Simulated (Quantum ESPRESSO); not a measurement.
## Ca2Si (Fm-3m): a mode Grüneisen parameter, worked out

Wanted: a fit of frequency against volume for Ca2Si (Fm-3m), tested on a run that is left out of it.

Program: Quantum ESPRESSO 7.5. Level of theory: DFT LDA, scalar-relativistic, plane waves, GBRV ultrasoft pseudopotentials. Results are calculated unless marked as measured.

## (1) The relaxed structure

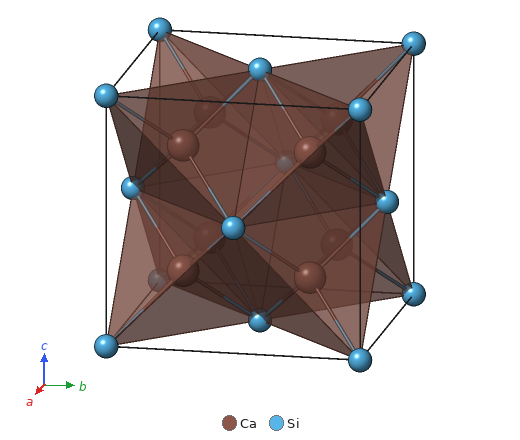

The starting structure, seen slightly off an axis (calcium brown, silicon blue). This picture shows the conventional cell, with its axes. Some periodic images of atoms are drawn too.

As a file:

```xyz
3
Lattice="-3.5005 0.0000 3.5005 0.0000 3.5005 3.5005 -3.5005 3.5005 0.0000" Properties=species:S:1:pos:R:3 pbc="T T T"
Ca   -1.7503    1.7503    1.7503
Ca   -5.2508    5.2508    5.2508
Si    0.0000    0.0000    0.0000
```

This is the cell after its relaxation at this level of theory, not the database cell from which that began.

## (2) Runs at several volumes

The relaxed cell is scaled uniformly; in this structure symmetry fixes all atoms, so nothing has to be relaxed anew. Each volume gets a ground state and a response at Γ. The mode followed is the highest one without the macroscopic field, of symmetry T1u; longitudinal polar modes lie higher. Cutoff 50 Ry, k mesh 8×8×8.

From the response at V/V₀ = 0.94:

What it wrote:

```text
[banners, grids, parts of the stress and lines that vanish by symmetry left out]
Program PHONON v.7.5
     Reading xml data from directory:

[...]
Exchange-correlation= PZ
                           (   1   1   0   0   0   0   0)
[...]
kinetic-energy cut-off    =      50.0000  Ry
     charge density cut-off    =     400.0000  Ry
     convergence threshold     =      1.0E-18
[...]
Exchange-correlation= PZ
                           (   1   1   0   0   0   0   0)
[...]
q = (   0.0000000   0.0000000   0.0000000 )
     49 Sym.Ops. (with q -> -q+G )
     G cutoff =  850.8955  (  73601 G-vectors)     FFT grid: ( 60, 60, 60)
     G cutoff =  425.4477  (  25893 G-vectors)  smooth grid: ( 45, 45, 45)
     number of k points=    29
[...]
Mode symmetry, O_h (m-3m)  point group:
[...]
Dielectric constant
[...]
End of electric fields calculation
          Dielectric constant in cartesian axis
          (      19.521458400      -0.000000000       0.000000000 )
          (      -0.000000000      19.521458400      -0.000000000 )
          (       0.000000000      -0.000000000      19.521458400 )
          Effective charges (d Force / dE) in cartesian axis without acoustic sum rule applied (asr)
           atom    1  Ca    Mean Z*:        2.10144
      Ex  (        2.10144       -0.00000       -0.00000 )
      Ey  (       -0.00000        2.10144        0.00000 )
      Ez  (       -0.00000        0.00000        2.10144 )
           atom    2  Ca    Mean Z*:        2.10144
      Ex  (        2.10144       -0.00000       -0.00000 )
      Ey  (       -0.00000        2.10144        0.00000 )
      Ez  (        0.00000        0.00000        2.10144 )
           atom    3  Si    Mean Z*:       -4.23005
      Ex  (       -4.23005       -0.00000        0.00000 )
      Ey  (        0.00000       -4.23005       -0.00000 )
      Ez  (        0.00000       -0.00000       -4.23005 )
          Effective charges Sum: Mean:       -0.02718
[...]
Effective charges (d Force / dE) in cartesian axis with asr applied:
           atom    1  Ca    Mean Z*:        2.11049
[...]
atom    2  Ca    Mean Z*:        2.11049
[...]
atom    3  Si    Mean Z*:       -4.22099
[...]
Representation #   1 modes #   1   2   3
[...]
End of self-consistent calculation
     Convergence has been achieved
     Representation #   2 modes #   4   5   6
[...]
End of self-consistent calculation
     Convergence has been achieved
     Representation #   3 modes #   7   8   9
[...]
End of self-consistent calculation
     Convergence has been achieved
[...]
Dielectric constant in cartesian axis
          (      19.521458400      -0.000000000       0.000000000 )
          (      -0.000000000      19.521458400      -0.000000000 )
          (       0.000000000      -0.000000000      19.521458400 )
          Effective charges (d Force / dE) in cartesian axis without acoustic sum rule applied (asr)
           atom    1  Ca    Mean Z*:        2.10144
      Ex  (        2.10144       -0.00000       -0.00000 )
      Ey  (       -0.00000        2.10144        0.00000 )
      Ez  (       -0.00000        0.00000        2.10144 )
           atom    2  Ca    Mean Z*:        2.10144
      Ex  (        2.10144       -0.00000       -0.00000 )
      Ey  (       -0.00000        2.10144        0.00000 )
      Ez  (        0.00000        0.00000        2.10144 )
           atom    3  Si    Mean Z*:       -4.23005
      Ex  (       -4.23005       -0.00000        0.00000 )
      Ey  (        0.00000       -4.23005       -0.00000 )
      Ez  (        0.00000       -0.00000       -4.23005 )
          Effective charges Sum: Mean:       -0.02718
[...]
Effective charges (d Force / dE) in cartesian axis with asr applied:
           atom    1  Ca    Mean Z*:        2.11049
[...]
atom    2  Ca    Mean Z*:        2.11049
[...]
atom    3  Si    Mean Z*:       -4.22099
[...]
q = (    0.000000000   0.000000000   0.000000000 )
[...]
freq (    1) =      -0.253351 [THz] =      -8.450874 [cm-1]
     freq (    2) =      -0.253351 [THz] =      -8.450874 [cm-1]
     freq (    3) =      -0.253351 [THz] =      -8.450874 [cm-1]
     freq (    4) =       6.252077 [THz] =     208.546837 [cm-1]
     freq (    5) =       6.252077 [THz] =     208.546837 [cm-1]
     freq (    6) =       6.252077 [THz] =     208.546837 [cm-1]
     freq (    7) =       7.534736 [THz] =     251.331727 [cm-1]
     freq (    8) =       7.534736 [THz] =     251.331727 [cm-1]
     freq (    9) =       7.534736 [THz] =     251.331727 [cm-1]
[...]
Mode symmetry, O_h (m-3m)  point group:
     freq (   1-   3) =         -8.5  [cm-1]   --> T_1u G_15  G_4- I
     freq (   4-   6) =        208.5  [cm-1]   --> T_2g G_25' G_5+ R
     freq (   7-   9) =        251.3  [cm-1]   --> T_1u G_15  G_4- I

   JOB DONE.
```

One volume, V/V₀ = 0.97, is held back as a test.

```csv
V/V₀,volume (Å³/atom),pressure (GPa),ω (cm⁻¹)
0.94,26.880,2.92,251.33
0.97,27.738,1.35,held back
1,28.596,-0.01,228.56
1.03,29.454,-1.18,217.61
1.06,30.312,-2.20,206.96
```

## (3) The fit

The mode Grüneisen parameter is γ = −d ln ω / d ln V.

```csv
ln(V/V₀),ln ω
-0.0619,5.5268
0.0000,5.4318
0.0296,5.3827
0.0583,5.3325
```

A straight line through these points has the slope -1.610, so γ = 1.61; at V/V₀ = 0.97 it predicts ω = exp(5.4289 + 0.0490) = 239.35 cm⁻¹.

A parabola of pressure against ln V through V/V₀ = 0.97, 1 and 1.03 gives the bulk modulus B = −dP/d ln V = 42 GPa at V₀. With ω₀ from the fitted line the pressure coefficient follows as dω/dP = γ ω₀ / B = 1.61 × 227.9 / 42 = 8.72 cm⁻¹/GPa.

## (4) The run that was held back

What it wrote:

```text
[banners, grids, parts of the stress and lines that vanish by symmetry left out]
[banner, memory and clock lines left out]
Program PHONON v.7.5

[...]
Exchange-correlation= PZ
                           (   1   1   0   0   0   0   0)
[...]
kinetic-energy cut-off    =      50.0000  Ry
     charge density cut-off    =     400.0000  Ry
     convergence threshold     =      1.0E-18
[...]
Exchange-correlation= PZ
                           (   1   1   0   0   0   0   0)
[...]
q = (   0.0000000   0.0000000   0.0000000 )
     49 Sym.Ops. (with q -> -q+G )
     G cutoff =  868.9047  (  75745 G-vectors)     FFT grid: ( 60, 60, 60)
     G cutoff =  434.4523  (  26813 G-vectors)  smooth grid: ( 45, 45, 45)
     number of k points=    29
[...]
Mode symmetry, O_h (m-3m)  point group:
[...]
Dielectric constant
[...]
End of electric fields calculation
          Dielectric constant in cartesian axis
          (      16.810030469       0.000000000       0.000000000 )
          (       0.000000000      16.810030469      -0.000000000 )
          (       0.000000000      -0.000000000      16.810030469 )
          Effective charges (d Force / dE) in cartesian axis without acoustic sum rule applied (asr)
           atom    1  Ca    Mean Z*:        2.02305
      Ex  (        2.02305       -0.00000        0.00000 )
      Ey  (       -0.00000        2.02305        0.00000 )
      Ez  (       -0.00000        0.00000        2.02305 )
           atom    2  Ca    Mean Z*:        2.02305
      Ex  (        2.02305       -0.00000       -0.00000 )
[...]
(       0.000000000      -0.000000000      16.810030469 )
          Effective charges (d Force / dE) in cartesian axis without acoustic sum rule applied (asr)
           atom    1  Ca    Mean Z*:        2.02305
      Ex  (        2.02305       -0.00000        0.00000 )
      Ey  (       -0.00000        2.02305        0.00000 )
      Ez  (       -0.00000        0.00000        2.02305 )
           atom    2  Ca    Mean Z*:        2.02305
      Ex  (        2.02305       -0.00000       -0.00000 )
      Ey  (       -0.00000        2.02305        0.00000 )
      Ez  (       -0.00000        0.00000        2.02305 )
           atom    3  Si    Mean Z*:       -4.06948
      Ex  (       -4.06948       -0.00000       -0.00000 )
      Ey  (       -0.00000       -4.06948        0.00000 )
      Ez  (       -0.00000        0.00000       -4.06948 )
          Effective charges Sum: Mean:       -0.02338
[...]
Effective charges (d Force / dE) in cartesian axis with asr applied:
           atom    1  Ca    Mean Z*:        2.03084
[...]
atom    2  Ca    Mean Z*:        2.03084
[...]
atom    3  Si    Mean Z*:       -4.06169
[...]
q = (    0.000000000   0.000000000   0.000000000 )
[...]
freq (    1) =      -0.261292 [THz] =      -8.715779 [cm-1]
     freq (    2) =      -0.261292 [THz] =      -8.715779 [cm-1]
     freq (    3) =      -0.261292 [THz] =      -8.715779 [cm-1]
     freq (    4) =       6.051410 [THz] =     201.853302 [cm-1]
     freq (    5) =       6.051410 [THz] =     201.853302 [cm-1]
     freq (    6) =       6.051410 [THz] =     201.853302 [cm-1]
     freq (    7) =       7.186587 [THz] =     239.718733 [cm-1]
     freq (    8) =       7.186587 [THz] =     239.718733 [cm-1]
     freq (    9) =       7.186587 [THz] =     239.718733 [cm-1]
[...]
Mode symmetry, O_h (m-3m)  point group:
     freq (   1-   3) =         -8.7  [cm-1]   --> T_1u G_15  G_4- I
     freq (   4-   6) =        201.9  [cm-1]   --> T_2g G_25' G_5+ R
     freq (   7-   9) =        239.7  [cm-1]   --> T_1u G_15  G_4- I
```

It gives 239.72 cm⁻¹ against the predicted 239.35 cm⁻¹, a miss of 0.4 cm⁻¹.

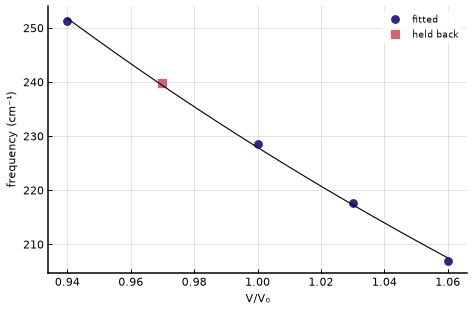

Frequency against volume, with the power-law fit.

## (5) Outcome

| Quantity | Value |
| --- | --- |
| mode Grüneisen parameter | 1.610 |
| bulk modulus | 42.1 GPa |
| pressure coefficient | 8.72 cm⁻¹/GPa |

The highest optical mode of Ca2Si (Fm-3m) without the LO-TO term stiffens by 8.72 cm⁻¹ a GPa near the relaxed volume, with γ = 1.61. The power law meets all 5 runs within 0.30 %; between neighbouring volumes γ runs from 1.51 to 1.75. Such a coefficient turns a measured shift of this mode into a hydrostatic stress; uniaxial or biaxial stress splits the mode and needs deformation potentials. These are harmonic values at zero temperature for the structure held cubic, which a run at Γ can't show to be stable; the bulk modulus rests on three points.

[Host names and launcher messages were left out of these logs when they were recorded.]

[Logs are printed without paths, hosts, clocks, repeated set-up lines and the standing remarks that a program may print on its own settings, such as how far it seeks lower states.]

[Hosts, paths, dates, database ids (printed as entryN), source tags and the programs' standing remarks are cut or masked in the printed files.]
